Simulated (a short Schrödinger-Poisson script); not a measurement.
System: MOS inversion layer, Al2O3 on p-type InP, at 300 K.

```
layer  material  thickness (nm)  Na (cm⁻³)
-----  --------  --------------  ---------
1         Al2O3             4.6          -
2           InP            1000     2.2e17
```

The device is made up for the run: typed textbook-type constants, with dimensions and the other settings drawn at random. Al2O3: permittivity 9, conduction-band edge (eV) 3.03, gap (eV) 6.8, electron mass (mₑ) 0.3. InP: permittivity 12.5, conduction-band edge (eV) 0, gap (eV) 1.344, Nv at 300 K (cm⁻³) 1.1e19.

Channel valleys (confinement mass, in-plane density-of-states mass, number): Γ 0.08, 0.08, 1. At the gate the conduction-band edge of layer 1 lies 3.13 eV − eVg above the Fermi level of the channel; the field vanishes at the back. Gaps are held at their typed values at every temperature. Mesh 0.03 nm at interfaces.

Solved with a short Schrödinger-Poisson script written for these runs: 1D Poisson equation in equilibrium, electrons quantum, Hartree (BenDaniel-Duke, 12 states a valley, the channel's in-plane mass for all, wave functions free to enter the dielectric), parabolic valleys, classical holes, full ionisation, no traps, pinning or gate leakage.

Only gate voltages with over 1e8 electrons/cm² are shown.

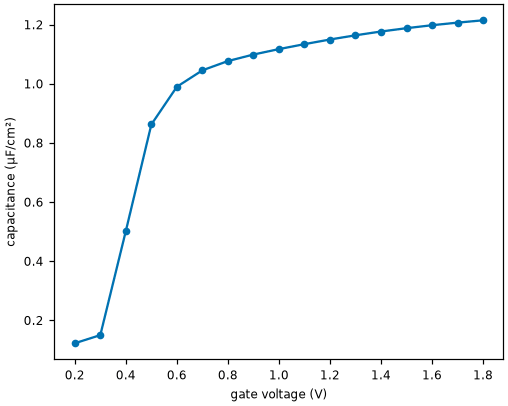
Quasi-static capacitance against gate voltage

```
Vg (V)  electrons (cm⁻²)  C (μF/cm²)  Γ E0 (meV)  Γ E1 (meV)
------  ----------------  ----------  ----------  ----------
0.2               2.17e8       0.122       214.5       332.0
0.3               6.70e9       0.150       125.8       246.7
0.4              1.23e11       0.502        48.8       173.4
0.5              5.35e11       0.862         4.3       133.3
0.6              1.10e12       0.990       -24.0       109.8
0.7              1.73e12        1.05       -47.1        91.6
0.8              2.38e12        1.08       -68.1        75.6
0.9              3.05e12        1.10       -88.0        60.6
1                3.73e12        1.12      -107.3        46.7
1.1              4.43e12        1.13      -126.0        33.7
1.2              5.13e12        1.15      -144.1        21.6
1.3              5.85e12        1.16      -161.7        10.6
1.4              6.58e12        1.18      -178.7         0.4
1.5              7.31e12        1.19      -195.5        -9.1
1.6              8.05e12        1.20      -211.9       -18.1
1.7              8.80e12        1.21      -228.0       -26.7
1.8              9.55e12        1.21      -244.0       -34.9
```

Subbands count from the Fermi level.

Above a few 1e12 electrons/cm² a light Γ valley is non-parabolic and upper valleys begin to fill, which the model leaves out.
